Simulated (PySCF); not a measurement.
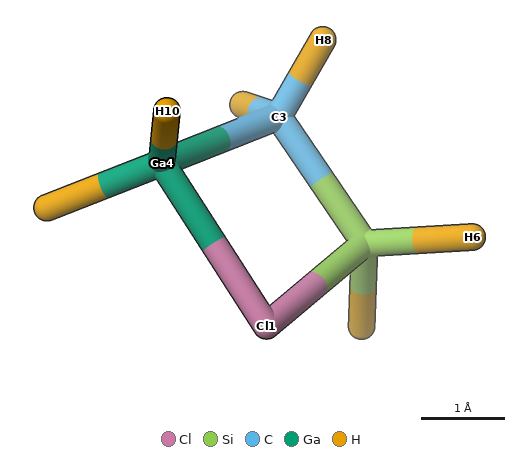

This is the input geometry for a relaxation of CH$_{6}$ClGaSi. Style: stick. Shown at a tilt.

The start comes from GFN2-xTB. Its atoms were then displaced at random by about 0.01 Å.

Theory: PySCF, PBE0-D3(BJ)/def2-SVP geometry optimisation, gas phase.

```xyz
10

Cl   -0.2647   -1.9722    0.2282
Si   -1.3843   -0.1465   -0.3305
C     0.0315    1.0598   -0.1656
Ga    1.4738   -0.3778    0.4177
H    -2.4453   -0.1594    0.6636
H    -1.8667   -0.5098   -1.6589
H    -0.1421    1.8398    0.5831
H     0.2888    1.5801   -1.1024
H     1.8551   -0.4649    1.9408
H     2.5044   -0.8701   -0.5972
```

Where does the relaxation end?

The largest move after the best rigid fit is that of Cl1, 0.24 Å. By element the largest moves are Cl 0.24 Å, Ga 0.18 Å, H 0.13 Å, C 0.11 Å, Si 0.09 Å. Some distances before and after: Cl1–Ga4 2.367 → 2.777 Å, C3–Ga4 2.118 → 2.011 Å, Cl1–Si2 2.213 → 2.140 Å, Ga4–H10 1.528 → 1.568 Å. Bond angles that change, for instance: Si2–C3–Ga4 95.9° → 102.6°, Cl1–Ga4–C3 86.3° → 79.9°, Si2–Cl1–Ga4 80.6° → 74.2°. The energy falls by 0.308 eV in 8 geometry steps.

The structure at the end:

```xyz
10

Cl   -0.4567   -2.1087    0.1864
Si   -1.3413   -0.2240   -0.3097
C     0.0631    0.9606   -0.1443
Ga    1.5744   -0.2315    0.4396
H    -2.4531   -0.0546    0.6660
H    -1.8834   -0.4096   -1.6840
H    -0.1476    1.7289    0.6152
H     0.2949    1.4458   -1.1045
H     1.8497   -0.3594    1.9783
H     2.5506   -0.7685   -0.6641
```

After the run, drawn alike:

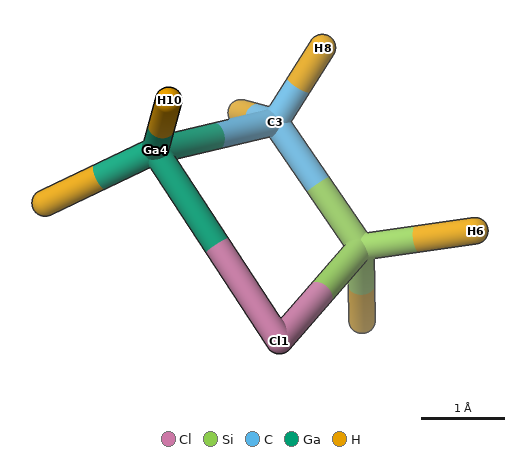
